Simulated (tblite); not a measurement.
Geometry relaxation of CH13NOSi4 (part 2 of 2)

Continued. System: CH13NOSi4. Method: GFN2-xTB geometry optimisation, gas phase (tblite 0.8.0). It belongs to a series of runs on one base structure; here: C replaced by Si.

Geometry of the input (Å):
```
C  -1.9609  -1.9607  -0.5218
Si -1.1596  -0.4188  -1.2453
Si -0.1196  0.5699  0.4649
O  -1.0891  0.2922  1.8588
Si 0.0102  2.7801  0.2405
Si 1.9721  -0.1345  0.7237
N  2.3036  -1.3779  -0.4893
H  -1.9094  -1.9026  0.5900
H  -1.4220  -2.8572  -0.8535
H  -3.0405  -2.0180  -0.7816
H  -2.2211  0.3854  -1.8284
H  -0.2444  -0.8948  -2.2760
H  -1.9759  0.7177  1.6886
H  -1.2459  3.3852  -0.1693
H  0.3325  3.3304  1.5770
H  1.1309  3.1368  -0.6380
H  2.9153  1.0029  0.5499
H  2.1374  -0.5911  2.1043
H  2.4011  -2.2892  0.0012
H  3.1801  -1.1453  -0.9989
```

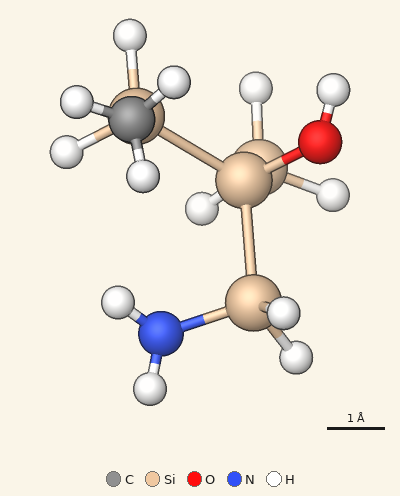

**Figure 1.** The geometry at step 158 of the log (ball-and-stick view, seen at a tilt).

**Trajectory as extended XYZ, continued**
```
20
Properties=species:S:1:pos:R:3:forces:R:3 step=68 energy=-617.57020
C    -2.0136   -2.0569   -0.6012    0.0050  -0.0050  -0.0070
Si   -1.2317   -0.4328   -1.2374   -0.0060   0.0010  -0.0070
Si   -0.0002    0.6498    0.4456    0.0000  -0.0100   0.0070
O    -0.7489    0.3171    1.8879    0.0100   0.0000   0.0100
Si   -0.0653    2.9654    0.1609   -0.0090   0.0010  -0.0120
Si    2.1095   -0.1920    0.9245   -0.0070  -0.0010   0.0110
N     2.4724   -1.2651   -0.3831    0.0090   0.0180   0.0030
H    -2.1377   -2.0376    0.4786   -0.0090   0.0130  -0.0120
H    -1.3928   -2.9163   -0.8375    0.0290   0.0030   0.0120
H    -2.9910   -2.2381   -1.0394    0.0010  -0.0020   0.0000
H    -2.3484    0.3871   -1.7494   -0.0160   0.0010   0.0150
H    -0.4349   -0.7619   -2.4284    0.0060  -0.0110   0.0030
H    -1.6332    0.6022    2.0988    0.0010   0.0010  -0.0110
H    -1.3839    3.4462   -0.2833    0.0180   0.0060   0.0030
H     0.2063    3.7358    1.3814    0.0020   0.0020   0.0000
H     0.9000    3.4257   -0.8383   -0.0060   0.0030  -0.0050
H     3.1739    0.8202    0.8368    0.0000  -0.0170  -0.0080
H     2.2897   -0.8154    2.2501   -0.0130  -0.0130   0.0160
H     1.8159   -1.9921   -0.6176   -0.0020  -0.0010  -0.0010
H     3.4087   -1.6306   -0.4520   -0.0140   0.0100  -0.0180
20
Properties=species:S:1:pos:R:3:forces:R:3 step=90 energy=-617.58764
C    -1.9223   -2.0670   -0.5802   -0.0210  -0.0710  -0.0020
Si   -1.2409   -0.3984   -1.1988   -0.0420   0.0170  -0.0340
Si    0.0168    0.6697    0.4758   -0.0270   0.0100  -0.0110
O    -0.7409    0.3915    1.9235    0.0200  -0.0270  -0.0020
Si   -0.0459    2.9691    0.1028    0.0310   0.0390   0.0330
Si    2.0804   -0.2578    0.9800   -0.0010  -0.0650   0.0140
N     2.4088   -1.2050   -0.4299   -0.0320  -0.0060  -0.0070
H    -2.3101   -1.9859    0.4330    0.0170   0.0010  -0.0440
H    -1.1458   -2.8290   -0.5691   -0.0470   0.0220   0.0100
H    -2.7309   -2.4291   -1.2116    0.0520  -0.0270   0.0350
H    -2.4322    0.3802   -1.6034    0.0190  -0.0040   0.0050
H    -0.5220   -0.6701   -2.4556    0.0030   0.0180   0.0600
H    -1.6434    0.6346    2.1057   -0.0150   0.0300  -0.0080
H    -1.3839    3.4344   -0.2962    0.0160   0.0130  -0.0070
H     0.2754    3.7662    1.2931    0.0010   0.0260   0.0010
H     0.8780    3.4094   -0.9439   -0.0150  -0.0100  -0.0040
H     3.2207    0.6685    1.0213   -0.0210   0.0320  -0.0130
H     2.1716   -1.0079    2.2527   -0.0110  -0.0080  -0.0530
H     1.7294   -1.8792   -0.7462    0.0220   0.0280   0.0220
H     3.3320   -1.5835   -0.5560    0.0520  -0.0180   0.0040
20
Properties=species:S:1:pos:R:3:forces:R:3 step=112 energy=-617.60908
C    -1.8341   -2.1149   -0.5517   -0.0100   0.0020  -0.0070
Si   -1.3181   -0.3775   -1.1411    0.0030  -0.0150  -0.0090
Si   -0.0369    0.7052    0.4991    0.0030  -0.0090  -0.0040
O    -0.7825    0.4752    1.9615    0.0080   0.0070   0.0030
Si    0.0105    3.0060    0.0866    0.0300  -0.0180   0.0310
Si    1.9815   -0.3466    0.9650   -0.0100  -0.0030   0.0220
N     2.3930   -1.1518   -0.5110   -0.0200   0.0080  -0.0020
H    -2.4980   -2.0480    0.3053   -0.0090  -0.0240   0.0170
H    -0.9692   -2.6973   -0.2449   -0.0010   0.0000  -0.0020
H    -2.3513   -2.6771   -1.3245    0.0010   0.0050   0.0080
H    -2.5678    0.3095   -1.5236   -0.0040  -0.0140  -0.0070
H    -0.5636   -0.5598   -2.3892   -0.0030   0.0080  -0.0320
H    -1.6711    0.7628    2.1493    0.0080   0.0160  -0.0010
H    -1.3230    3.5190   -0.2720    0.0280   0.0130  -0.0180
H     0.4219    3.8453    1.2196   -0.0050  -0.0170   0.0210
H     0.9150    3.3606   -1.0089   -0.0310  -0.0140  -0.0190
H     3.1138    0.5669    1.1643    0.0330   0.0200   0.0090
H     2.0069   -1.2461    2.1382   -0.0150   0.0070  -0.0080
H     1.7407   -1.8075   -0.9108    0.0100   0.0200  -0.0060
H     3.3273   -1.5133   -0.6143   -0.0150   0.0100   0.0050
20
Properties=species:S:1:pos:R:3:forces:R:3 step=135 energy=-617.61799
C    -1.7868   -2.1704   -0.5391   -0.0070   0.0090  -0.0110
Si   -1.3825   -0.4022   -1.1254    0.0280  -0.0020   0.0020
Si   -0.0863    0.7017    0.4937    0.0020   0.0240   0.0050
O    -0.8152    0.5354    1.9721   -0.0090  -0.0040   0.0140
Si    0.0681    2.9906    0.0706    0.0300   0.0220  -0.0030
Si    1.9176   -0.3669    0.9792    0.0210  -0.0040   0.0110
N     2.3837   -1.0440   -0.5428   -0.0020  -0.0120  -0.0280
H    -2.5520   -2.1543    0.2315   -0.0020  -0.0170   0.0210
H    -0.9115   -2.6544   -0.1141    0.0080  -0.0010  -0.0080
H    -2.1500   -2.7982   -1.3474   -0.0130  -0.0090  -0.0050
H    -2.6771    0.2075   -1.4896    0.0150  -0.0010   0.0040
H    -0.6361   -0.5237   -2.3901   -0.0220   0.0010   0.0090
H    -1.6526    0.9316    2.1934   -0.0130  -0.0070  -0.0070
H    -1.2253    3.6145   -0.2515   -0.0090  -0.0040  -0.0030
H     0.5689    3.7791    1.2051   -0.0010  -0.0070  -0.0080
H     0.9546    3.2828   -1.0560    0.0000   0.0050  -0.0120
H     3.0560    0.5052    1.3099   -0.0260  -0.0040  -0.0010
H     1.8791   -1.3626    2.0701   -0.0050  -0.0150   0.0160
H     1.7324   -1.6317   -1.0384    0.0180   0.0130  -0.0030
H     3.3097   -1.4292   -0.6343   -0.0150   0.0130   0.0060
20
Properties=species:S:1:pos:R:3:forces:R:3 step=158 energy=-617.62724
C    -1.7453   -2.2260   -0.5269   -0.0040  -0.0270   0.0310
Si   -1.4171   -0.4265   -1.0689   -0.0220  -0.0010   0.0180
Si   -0.1059    0.7080    0.5165   -0.0300   0.0320   0.0280
O    -0.8737    0.6335    1.9840   -0.0240  -0.0230  -0.0040
Si    0.1443    2.9776    0.0125   -0.0140  -0.0190   0.0140
Si    1.8552   -0.4183    1.0338    0.0070  -0.0190  -0.0240
N     2.3836   -0.8960   -0.5434    0.0190   0.0540   0.0380
H    -2.4584   -2.2666    0.2928    0.0100   0.0270  -0.0050
H    -0.8325   -2.7024   -0.1755   -0.0050   0.0150  -0.0370
H    -2.1456   -2.8362   -1.3329    0.0160   0.0310   0.0050
H    -2.7387    0.1639   -1.3607   -0.0020  -0.0180   0.0010
H    -0.7272   -0.4884   -2.3673    0.0070  -0.0080  -0.0220
H    -1.7487    0.9818    2.1323    0.0430   0.0000   0.0000
H    -1.1358    3.6577   -0.2519    0.0140  -0.0070  -0.0010
H     0.7449    3.7494    1.1075    0.0020   0.0190   0.0070
H     0.9833    3.2167   -1.1614    0.0020  -0.0130  -0.0250
H     2.9821    0.3916    1.5230   -0.0280  -0.0060   0.0000
H     1.7730   -1.5482    1.9864   -0.0210   0.0100  -0.0070
H     1.7527   -1.3722   -1.1664   -0.0040  -0.0190   0.0090
H     3.3045   -1.2886   -0.6365    0.0360  -0.0280  -0.0260
20
Properties=species:S:1:pos:R:3:forces:R:3 step=180 energy=-617.63940
C    -1.7097   -2.2609   -0.5250   -0.0020   0.0050  -0.0030
Si   -1.4850   -0.4373   -1.0344    0.0100   0.0070  -0.0350
Si   -0.1550    0.7059    0.5328   -0.0200   0.0210  -0.0030
O    -0.9195    0.6540    2.0021   -0.0140   0.0220  -0.0100
Si    0.2041    2.9454   -0.0368    0.0070  -0.0070   0.0060
Si    1.7729   -0.4653    1.0629    0.0080  -0.0080  -0.0040
N     2.4542   -0.7205   -0.5072   -0.0150  -0.0020  -0.0080
H    -2.2483   -2.3373    0.4164    0.0130  -0.0100  -0.0250
H    -0.7484   -2.7508   -0.3885   -0.0180   0.0160  -0.0020
H    -2.2640   -2.8272   -1.2698    0.0130   0.0130   0.0350
H    -2.8446    0.0879   -1.2708    0.0040   0.0040   0.0130
H    -0.8421   -0.4480   -2.3621   -0.0110   0.0050   0.0190
H    -1.7709    1.0524    2.1592    0.0210  -0.0050   0.0030
H    -1.0328    3.7120   -0.2622   -0.0080  -0.0080   0.0030
H     0.9363    3.7319    0.9667   -0.0210  -0.0280  -0.0070
H     0.9772    3.0481   -1.2757   -0.0060   0.0020  -0.0120
H     2.8386    0.2558    1.7732   -0.0020  -0.0040   0.0020
H     1.5912   -1.7145    1.8330    0.0030  -0.0210   0.0100
H     1.8726   -1.0840   -1.2456    0.0300  -0.0030   0.0230
H     3.3680   -1.1370   -0.5712    0.0090   0.0000  -0.0060
20
Properties=species:S:1:pos:R:3:forces:R:3 step=202 energy=-617.64379
C    -1.6926   -2.2471   -0.5287   -0.0030   0.0130  -0.0170
Si   -1.5197   -0.4176   -1.0294    0.0140   0.0160  -0.0070
Si   -0.1600    0.6945    0.5309    0.0060  -0.0020  -0.0020
O    -0.9169    0.6724    2.0041    0.0010  -0.0020   0.0050
Si    0.2042    2.9184   -0.0803    0.0220   0.0060   0.0010
Si    1.7423   -0.5172    1.0775   -0.0040   0.0120   0.0070
N     2.5071   -0.6698   -0.4682   -0.0140  -0.0090   0.0010
H    -2.1190   -2.3370    0.4662   -0.0120  -0.0090   0.0080
H    -0.7219   -2.7341   -0.5090    0.0190  -0.0150   0.0040
H    -2.3259   -2.8057   -1.2113   -0.0100  -0.0070  -0.0060
H    -2.8897    0.0998   -1.2069   -0.0200  -0.0010   0.0120
H    -0.9259   -0.3915   -2.3781   -0.0040  -0.0090   0.0060
H    -1.7582    1.0873    2.1705    0.0080   0.0040  -0.0110
H    -1.0370    3.6864   -0.2731   -0.0140   0.0030   0.0070
H     0.9752    3.7096    0.8875   -0.0080  -0.0050   0.0020
H     0.9288    3.0042   -1.3493    0.0020  -0.0010  -0.0080
H     2.7682    0.1557    1.8867   -0.0020  -0.0080   0.0000
H     1.5228   -1.8159    1.7554    0.0050   0.0140  -0.0060
H     1.9734   -1.0353   -1.2405    0.0200   0.0020  -0.0020
H     3.4397   -1.0467   -0.5070   -0.0050  -0.0020   0.0050
20
Properties=species:S:1:pos:R:3:forces:R:3 step=225 energy=-617.64582
C    -1.6856   -2.2620   -0.5466    0.0010   0.0010   0.0000
Si   -1.5563   -0.4183   -1.0088   -0.0040   0.0000   0.0020
Si   -0.1548    0.6949    0.5144   -0.0010   0.0080  -0.0040
O    -0.8961    0.7052    1.9960   -0.0010  -0.0050  -0.0020
Si    0.2106    2.9169   -0.1077   -0.0010  -0.0040   0.0000
Si    1.7276   -0.5366    1.0789    0.0020   0.0040   0.0060
N     2.5592   -0.6488   -0.4352    0.0020   0.0010   0.0030
H    -2.0959   -2.3835    0.4523    0.0010  -0.0030  -0.0040
H    -0.7066   -2.7343   -0.5534   -0.0020   0.0030   0.0000
H    -2.3212   -2.8149   -1.2324   -0.0010  -0.0010  -0.0010
H    -2.9426    0.0808   -1.1033   -0.0010  -0.0010   0.0010
H    -1.0309   -0.3605   -2.3841    0.0000   0.0040   0.0020
H    -1.7201    1.1536    2.1615   -0.0050  -0.0030   0.0040
H    -1.0371    3.6865   -0.2563    0.0020  -0.0050   0.0000
H     1.0048    3.6991    0.8479    0.0050  -0.0010  -0.0030
H     0.8977    3.0108   -1.3968    0.0030   0.0000  -0.0020
H     2.7246    0.0943    1.9549   -0.0010   0.0000  -0.0040
H     1.4692   -1.8548    1.7025    0.0010   0.0020   0.0000
H     2.0623   -0.9769   -1.2472   -0.0050  -0.0020   0.0000
H     3.4861   -1.0410   -0.4398    0.0040   0.0000   0.0010
```

**Results in brief**

```tsv
quantity	value
outcome	converged
total energy	−617.6458 eV
hardware	1 CPU thread, shared host
wall time	4.1 s
peak memory	0.18 GiB
```
